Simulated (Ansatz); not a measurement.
```sh
ansatz run in.yaml --threads 4 --pin off --events-out ev --progress --plain --max-ram 9574MiB
```

```yaml
crystal:
  periodic: [false, false, false]
  atoms:
    - {symbol: Al, position_ang: [-0.706919, -0.268709, -1.038325]}
    - {symbol: Cl, position_ang: [-0.328442, -2.285420, -0.684519]}
    - {symbol: Cl, position_ang: [-2.328008, 0.611984, -0.072924]}
    - {symbol: H, position_ang: [0.201312, 0.561612, -2.002532]}
basis:
  gaussian: {orbitals: def2-TZVPP}
hamiltonian: {xc: {name: B3LYP}, dispersion: d4}
```

Work out the structure from the coordinates.

The molecule is AlCl₂H. This geometry has C2v symmetry. All atoms lie on one plane. Coordination: 1 Al trigonal planar.

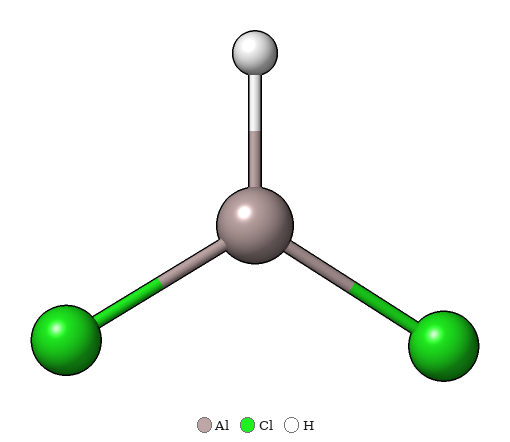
